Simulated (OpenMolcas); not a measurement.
## CH4In: excited-state calculation (part 1 of 3)

The run: excited-state calculation of CH4In, multiplicity 2. Method and program: MC-PDFT (tOPBE)/ANO-RCC-VTZP, DKH2 (OpenMolcas 26.06).

The geometry comes from this level: PBE0-D4/def2-TZVP.

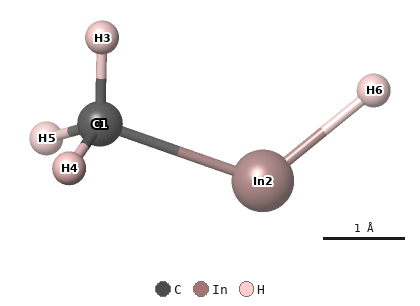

*The input geometry (ball-and-stick view, seen at a tilt; atoms are numbered from 1 in the order of the input). Sticks mark near contacts.*

Bond lengths as drawn: C–H 1.09 Å, C–In 2.19 Å and H–In 1.77 Å.

Input:
```
* CH4In MC-PDFT
>>> EXPORT MOLCAS_PRINT=2
&GATEWAY
COORD = mol.xyz
BASIS = ANO-RCC-VTZP
GROUP = NoSym
RICD
&SEWARD
GRIDINPUT
Grid=UltraFine
End of Grid
&RASSCF
FILEORB = $CurrDir/step2.RasOrb
SPIN = 2
NACTEL = 7 0 0
INACTIVE = 26
RAS2 = 6
CIROOT = 3 3 1
ORBLISTING = Nothing
&MCPDFT
KSDFT = T:OPBE
```

File mol.xyz:
```
6

C     -0.193800    -0.431900    -0.581700
In     1.078700     0.643900     0.838400
H     -1.243800    -0.290500    -0.319800
H      0.052000    -1.494800    -0.558700
H     -0.011800    -0.057300    -1.590300
H      0.361000     1.566900     2.166000
```

Run on 1 thread of Arm Neoverse V1, 24 GiB of memory available, shared host.

Command:
```bash
export MOLCAS_MEM=1860
pymolcas step4.inp > step4.log
```

What the program printed:
```
--- Start Module: gateway ---

                                              &GATEWAY

                       available to each process: 1.9 GB of memory, 1 thread

++    Symmetry information:
      ---------------------

                    Character Table for C1

                             E
                    a        1  x, y, xy, Rz, z, xz, Ry, yz, Rx, I
--

++    Basis set information:
      ----------------------

      Basis set label: C.ANO-RCC...4S3P2D1F.

      Electronic valence basis set:
      ------------------
      Associated Effective Charge   6.000000 au
      Associated Actual Charge      6.000000 au
      Nuclear Model: Point charge

      Shell  nPrim  nBasis  Cartesian Spherical Contaminant
         s      14       4        X
         p       9       3        X
         d       4       2                 X
         f       3       1                 X

      Basis set label: IN.ANO-RCC...7S6P4D2F1G.

      Electronic valence basis set:
      ------------------
      Associated Effective Charge  49.000000 au
      Associated Actual Charge     49.000000 au
      Nuclear Model: Point charge

      Shell  nPrim  nBasis  Cartesian Spherical Contaminant
         s      22       7        X
         p      19       6        X
         d      13       4                 X
         f       5       2                 X
         g       3       1                 X

      Basis set label: H.ANO-RCC...3S2P1D.

      Electronic valence basis set:
      ------------------
      Associated Effective Charge   1.000000 au
      Associated Actual Charge      1.000000 au
      Nuclear Model: Point charge

      Shell  nPrim  nBasis  Cartesian Spherical Contaminant
         s       8       3        X
         p       4       2        X
         d       3       1                 X
--

++    Molecular structure info:
      -------------------------

                    ************************************************
                    **** Cartesian Coordinates / bohr, angstrom ****
                    ************************************************

     Center  Label                x              y              z                     x              y              z
        1      C1              -0.366229      -0.816173      -1.099254             -0.193800      -0.431900      -0.581700
        2      IN2              2.038448       1.216795       1.584346              1.078700       0.643900       0.838400
        3      H3              -2.350441      -0.548965      -0.604334             -1.243800      -0.290500      -0.319800
        4      H4               0.098266      -2.824763      -1.055790              0.052000      -1.494800      -0.558700
        5      H5              -0.022299      -0.108281      -3.005231             -0.011800      -0.057300      -1.590300
        6      H6               0.682191       2.961012       4.093147              0.361000       1.566900       2.166000

                    ***************************************
                    *    InterNuclear Distances / bohr    *
                    ***************************************

               1 C1            2 IN2           3 H3            4 H4            5 H5            6 H6
    1 C1       0.000000
    2 IN2      4.137286        0.000000
    3 H3       2.062388        5.212540        0.000000
    4 H4       2.062057        5.202770        3.373312        0.000000
    5 H5       2.062074        5.202569        3.373241        3.345763        0.000000
    6 H6       6.505946        3.343023        6.601752        7.767091        7.765555        0.000000

                    *******************************************
                    *    InterNuclear Distances / angstrom    *
                    *******************************************

               1 C1            2 IN2           3 H3            4 H4            5 H5            6 H6
    1 C1       0.000000
    2 IN2      2.189357        0.000000
    3 H3       1.091369        2.758358        0.000000
    4 H4       1.091193        2.753187        1.785080        0.000000
    5 H5       1.091203        2.753081        1.785042        1.770501        0.000000
    6 H6       3.442798        1.769052        3.493497        4.110168        4.109355        0.000000

                    **************************************
                    *    Valence Bond Angles / degree    *
                    **************************************
                          Atom centers                 Phi
                      3 H3       1 C1       4 H4       109.75
                      3 H3       1 C1       5 H5       109.74
                      4 H4       1 C1       5 H5       108.44
--

            Nuclear Potential Energy            124.90702930 au

--- Stop Module: gateway /rc=_RC_ALL_IS_WELL_ ---
--- Module gateway spent 9 seconds ---

--- Start Module: seward ---

                                              &SEWARD

                       available to each process: 1.9 GB of memory, 1 thread

               SEWARD will generate:
                  Multipole Moment integrals up to order  2
                  Kinetic Energy integrals
                  Nuclear Attraction integrals (point charge)
                  One-Electron Hamiltonian integrals
                  Velocity integrals
                  Relativistic Douglas-Kroll-Hess integrals:
                    - Parametrization         : EXP
                    - DKH order of Hamiltonian: 2
                    - DKH order of Properties : 0
                         - multipole moment operators
                         - electric potential operators
                         - contact operators
                  Orbital angular momentum around (  1.7430   0.9890   1.2852 )
                  Velocity quadrupole around (  1.7430   0.9890   1.2852 )
                  Atomic mean-field integrals
                  RI decomposed two-electron repulsion integrals stored Cholesky style
                   - acCD auxiliary basis
                   - CD Threshold:   1.00E-04

                   Integrals are discarded if absolute value <: 1.00E-14
                   Integral cutoff threshold is set to       <: 1.00E-16

            Nuclear Potential Energy            124.90702930 au

      Basis set specifications :
      Symmetry species         a
      Basis functions          154

--- Stop Module: seward /rc=_RC_ALL_IS_WELL_ ---
--- Module seward spent 10 seconds ---

--- Start Module: rasscf ---

                                              &RASSCF

                       available to each process: 1.9 GB of memory, 1 thread

      Header of the ONEINT file:
      --------------------------

      OrdInt status: non-squared

      Cartesian coordinates in angstrom:
      -----------------------------------------------------
      No.  Label        X            Y            Z
      -----------------------------------------------------
       1   C1        -0.19380000  -0.43190000  -0.58170000
       2   IN2        1.07870000   0.64390000   0.83840000
       3   H3        -1.24380000  -0.29050000  -0.31980000
       4   H4         0.05200000  -1.49480000  -0.55870000
       5   H5        -0.01180000  -0.05730000  -1.59030000
       6   H6         0.36100000   1.56690000   2.16600000
      -----------------------------------------------------
      Nuclear repulsion energy =  124.90702930

++    Wave function specifications:
      -----------------------------

      Number of closed shell electrons          52
      Number of electrons in active shells       7
      Max number of holes in RAS1 space          0
      Max nr of electrons in RAS3 space          0
      Number of inactive orbitals               26
      Number of active orbitals                  6
      Number of secondary orbitals             122
      Spin quantum number                      0.5
      State symmetry                             1
--

++    Orbital specifications:
      -----------------------

      Symmetry species                           1
                                                 a
      Frozen orbitals                            0
      Inactive orbitals                         26
      Active orbitals                            6
      RAS1 orbitals                              0
      RAS2 orbitals                              6
      RAS3 orbitals                              0
      Secondary orbitals                       122
      Deleted orbitals                           0
      Number of basis functions                154
--

++    CI expansion specifications:
      ----------------------------

      Number of CSFs                           210
      Number of determinants                   300
      Number of root(s) required                 3
      Root chosen for geometry opt.              3
      CI roots used                              1     2     3
      weights                                0.333 0.333 0.333
      highest root included in the CI            3
      max. size of the explicit Hamiltonian    200
--

++    Optimization specifications:
      ----------------------------

      RASSCF algorithm: LK RI/DF
      Maximum number of macro iterations       200
      Maximum number of SX iterations          100
      Threshold for RASSCF energy            1.000E-08
      Threshold for max MO rotation          1.000E-01
      Threshold for max BLB element          1.000E-04
      Level shift parameter                  5.000E-01
      Make Quasi-Newton update
--

      The MO-coefficients are taken from the file:
      step2.RasOrb
      Title: RASSCF average (pseudo-natural) orbitals

      Total molecular charge    0.00

      ************************************************************************************************************************
      *                                            Wave function control section                                             *
      ************************************************************************************************************************

                                         RASSCF iterations: Energy and convergence statistics
                                         ----------------------------------------------------

          iter iter root      energy       change     param      element    value   shift minimum  type update hh:mm:ss
 Nr of preliminary CI iterations:   1
      Total energies have been shifted. Add                -5000.00 au
        1   1    4    0  -917.20894470    0.00E+00   8.30E-05   30  37 1  4.15E-06   0.41   0.00    SX    NO    0:00:02
        2   1    4    0  -917.20894470   -5.78E-10   5.15E-05   30  37 1  2.11E-06   0.41   0.00    SX    NO    0:00:01
        3   1    3    0  -917.20894470   -1.36E-10   3.14E-05   30  37 1  1.51E-06   0.41   0.00    SX    NO    0:00:01
        4   4    3    0  -917.20894530   -6.01E-07*  2.96E-05   30  37 1  1.93E-06   0.41   0.00    SX    NO    0:00:01
        5   1    3    0  -917.20894530   -1.42E-10   3.96E-05   28  37 1  1.34E-06   0.41   1.27    QN   YES    0:00:01
      Convergence after  5 iterations
        6   1    3    0  -917.20894530   -2.73E-12   3.96E-05   22  75 1  1.29E-06   0.41   1.27    QN   YES    0:00:01

      ************************************************************************************************************************
                                                      Wave function printout:
                       occupation of active orbitals, and spin coupling of open shells (u,d: Spin up or down)
      ************************************************************************************************************************

      Note: transformation to natural orbitals
      has been made, which may change the order of the CSFs.

      printout of CI-coefficients larger than  0.05 for root  1
      energy=   -5917.275644
      conf/sym  111111     Coeff  Weight
             1  222u00  -0.98447 0.96919
             3  22200u  -0.06126 0.00375
             7  22u020  -0.06496 0.00422
            45  2udu02  -0.05506 0.00303
            57  20220u   0.05519 0.00305
            61  202u02  -0.06726 0.00452

      printout of CI-coefficients larger than  0.05 for root  2
      energy=   -5917.214451
      conf/sym  111111     Coeff  Weight
             2  2220u0   0.97190 0.94460
             6  22uud0   0.12271 0.01506
            31  2202u0  -0.07344 0.00539
            44  2uduud   0.06393 0.00409
            46  2ud0u2   0.05314 0.00282
            55  2022u0  -0.09234 0.00853
            60  202uud   0.07655 0.00586
            62  2020u2   0.05839 0.00341

      printout of CI-coefficients larger than  0.05 for root  3
      energy=   -5917.136741
      conf/sym  111111     Coeff  Weight
             3  22200u   0.07488 0.00561
             4  22u200  -0.05337 0.00285
             8  22ud0u  -0.08931 0.00798
            10  22uu0d  -0.05729 0.00328
            13  2u2200   0.94510 0.89322
            16  2u2020  -0.19663 0.03867
            17  2u2d0u  -0.11416 0.01303
            40  2udu20  -0.05564 0.00310
            41  2ud20u   0.06627 0.00439
            57  20220u   0.05820 0.00339
            80  2uud20  -0.08527 0.00727
            82  2uu20d  -0.05598 0.00313

      Natural orbitals and occupation numbers for root  1
      sym 1:   1.999834   1.964263   1.993440   0.997538   0.014561   0.030364

      Natural orbitals and occupation numbers for root  2
      sym 1:   1.999671   1.935454   1.976854   0.076739   1.000000   0.011282

      Natural orbitals and occupation numbers for root  3
      sym 1:   1.999663   1.015591   1.958033   1.864902   0.106603   0.055208

      ************************************************************************************************************************
      *                                                    Final results                                                     *
      ************************************************************************************************************************

++    Final optimization conditions:
      ------------------------------

      Average CI energy                           -5917.20894530
      RASSCF energy for state  3                  -5917.13674082
      Super-CI energy                                -0.00000000
      RASSCF energy change                            0.00000000
      Max change in MO coefficients               3.296E-05
      Max non-diagonal density matrix element     3.957E-05
      Maximum BLB matrix element                  1.292E-06
      (orbital pair  22,  75 in symmetry   1)
      Norm of electronic gradient            1.704E-01
--

      Final state energy(ies):
      ------------------------

::    RASSCF root number  1 Total energy:  -5917.27564414
::    RASSCF root number  2 Total energy:  -5917.21445095
::    RASSCF root number  3 Total energy:  -5917.13674082
      Von Neumann Entropy (Root   1) =  0.67436

      Mulliken population analysis for root number:  1
      -----------------------------------------------

++    Molecular charges:
      ------------------

      Mulliken charges per centre
      ---------------------------

                C1      IN2     H3      H4      H5      H6
      Total    6.7920 48.3662  0.8557  0.8597  0.8597  1.2667

      N-E     -0.7920  0.6338  0.1443  0.1403  0.1403 -0.2667

      Total electronic charge=   59.000000

      Total            charge=   -0.000000
--

      Expectation values of various properties for root number:  1
      -----------------------------------------------------------

++    Molecular properties:
      ---------------------

      Charge (e):
                      =   -0.0000
      Dipole Moment (debye):
      Origin of the operator (angstrom)=    0.9224    0.5234    0.6801
                   X=  5.0462E-01               Y= -3.9383E-02               Z= -8.5181E-02           Total=  5.1327E-01
      Quadrupole Moment (debye*angstrom):
      Origin of the operator (angstrom)=    0.9224    0.5234    0.6801
                  XX= -3.5296E+01              XY= -1.3153E-01              XZ=  1.2178E-01              YY= -3.2756E+01
                  YZ= -3.4755E+00              ZZ= -3.5096E+01
      In traceless form (debye*angstrom)
                  XX= -1.3699E+00              XY= -1.9729E-01              XZ=  1.8268E-01              YY=  2.4397E+00
                  YZ= -5.2132E+00              ZZ= -1.0698E+00
--

      Mulliken spin population analysis for root number:  1
      ---------------------------------------------------

++    Molecular charges:
      ------------------

      Mulliken spin population per centre
      ---------------------------

                C1      IN2     H3      H4      H5      H6
      Total    0.0823  0.7602  0.0177  0.0050  0.0051  0.1297

      Total electronic spin=    1.000000
--

      LoProp population analysis for root number:  1
      -----------------------------------------------

++    LoProp analysis:
      ----------------

++    Static properties:
      ------------------

      LoProp Charges per center

                   C1       IN2      H3       H4       H5       H6
      Nuclear      6.0000  49.0000   1.0000   1.0000   1.0000   1.0000
      Electronic  -6.6142 -48.6030  -0.8909  -0.8851  -0.8851  -1.1218

      Total       -0.6142   0.3970   0.1091   0.1149   0.1149  -0.1218
--

      Natural Bond Order analysis for root number:  1
```
